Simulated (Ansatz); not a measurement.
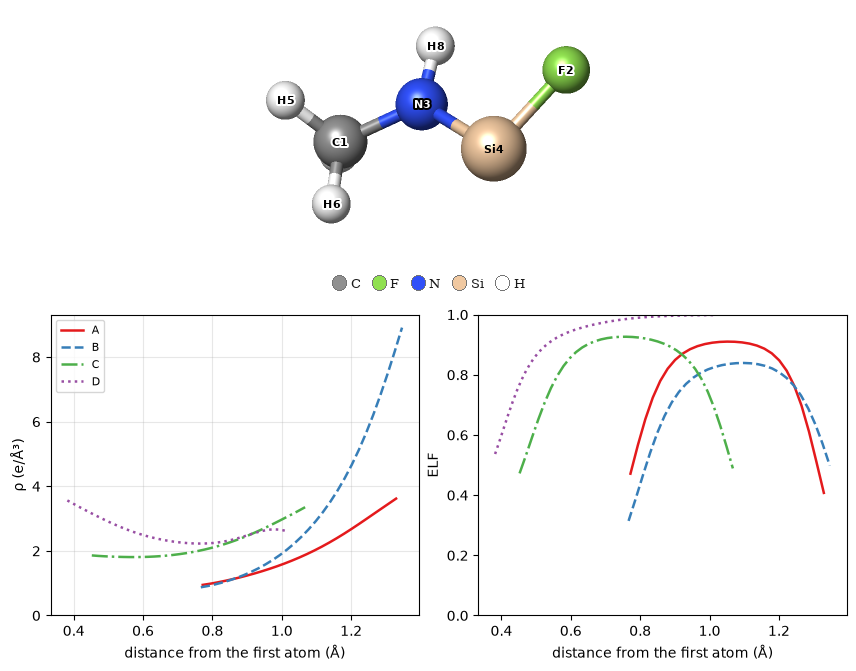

Figure. CH4FNSi (SMILES CN[Si]F). Electron density and ELF along straight lines between neighbouring atoms. The curves leave out the atomic cores. The structure is drawn too.

Geometry: PBE0-D3(BJ)/pcseg-1.

Theory: isolated molecule in a Gaussian basis; Kohn-Sham density functional theory, functional PBE0 in Ansatz 0.2.0.

Input file:

```
basis:
  gaussian:
    orbitals: def2-TZVPD
crystal:
  periodic: [false, false, false]
  atoms:
    - {symbol: C, position_ang: [-1.537582, 0.972668, 1.115529]}
    - {symbol: F, position_ang: [-0.171424, 2.010775, -2.441416]}
    - {symbol: N, position_ang: [-1.224375, 1.448540, -0.214713]}
    - {symbol: Si, position_ang: [0.243659, 1.188804, -1.063416]}
    - {symbol: H, position_ang: [-1.740013, 1.800822, 1.807383]}
    - {symbol: H, position_ang: [-0.683794, 0.409479, 1.512034]}
    - {symbol: H, position_ang: [-2.406785, 0.301884, 1.114091]}
    - {symbol: H, position_ang: [-1.966918, 1.984108, -0.659512]}
hamiltonian:
  xc: {name: PBE0}
output:
  forces: true
  orbitals: {seedname: orbitals}
```

Launched as:

```sh
ansatz run input.yaml --threads 2 --pin off --max-ram 4350MiB --events-out events.jsonl --progress --plain --runs-dir runs
```

Which curve belongs to which contact (C–N, N–H, Si–F and Si–N)? The first atom named is at distance zero.

Answer. Curve A: Si–N (1.72 Å): ρ at the midpoint is about 1.1 e/Å³; the ELF peaks at about 0.90 between the atoms; a polar covalent bond. Curve B: Si–F (1.66 Å): the density is about 1 e/Å³ at the midpoint; the ELF peaks at about 0.85 in the valence shell of F, 0.6 Å from its nucleus, and is about 0.55 at the midpoint. Curve C: C–N (1.45 Å): the density is about 1.9 e/Å³ at the midpoint; the ELF peaks at about 0.95 between the atoms; a covalent bond. Curve D: N–H (1.02 Å): the density is about 2.9 e/Å³ at the midpoint; the ELF climbs to about 1 towards the hydrogen, as it does in any bond to H (an ordinary covalent bond to hydrogen).
